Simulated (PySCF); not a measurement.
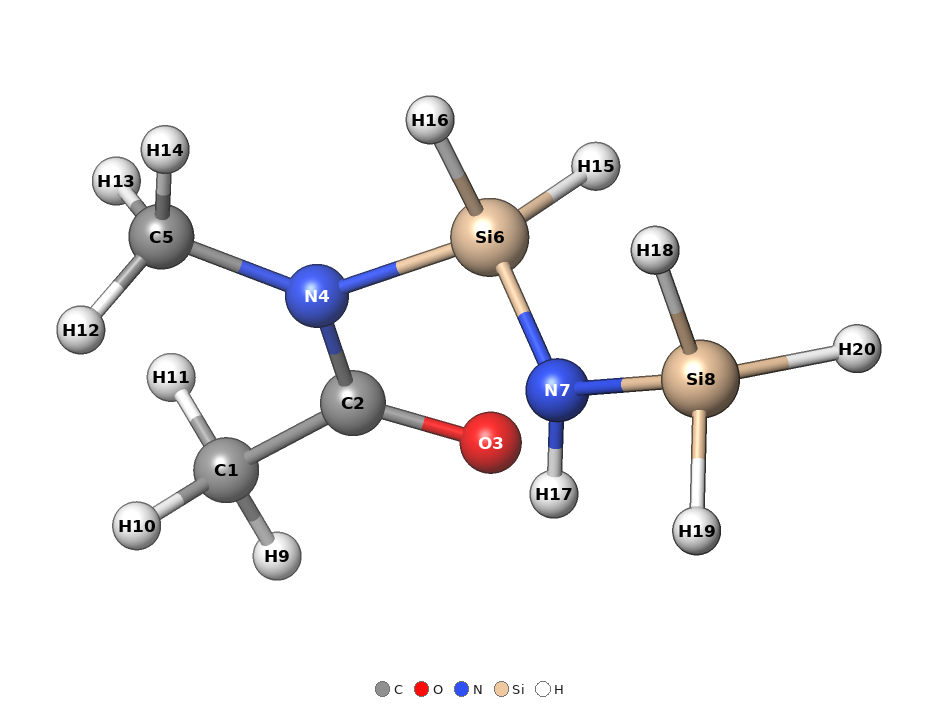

The geometry was computed by an optimisation with GFN2-xTB. No frequency run is at hand to confirm it as a minimum. Electric field gradients from the ground-state density, PBE0/pcSseg-1 (PySCF 2.14.0), non-relativistic apart from any core potentials.

Give the largest field-gradient component, the quadrupole coupling constant and the asymmetry for 17O at O3 (Q = −25.6 mb), 14N at N4 (Q = 20.44 mb), 14N at N7 (Q = 20.44 mb), 2H at H9 (Q = 2.86 mb), 2H at H10 (Q = 2.86 mb).

```
atom  V_zz (a.u.)  e²qQ/h (MHz)     η
  O3       −1.466          8.82  0.16
  N4       −0.693         −3.33  0.68
  N7       −0.707         −3.40  0.40
  H9        0.313         0.210  0.01
 H10        0.312         0.210  0.03
```

The geometry is semi-empirical. Around Si such bond lengths and angles can be off by a tenth of an ångström or more and by several degrees, and values that hang on the shape move with them.
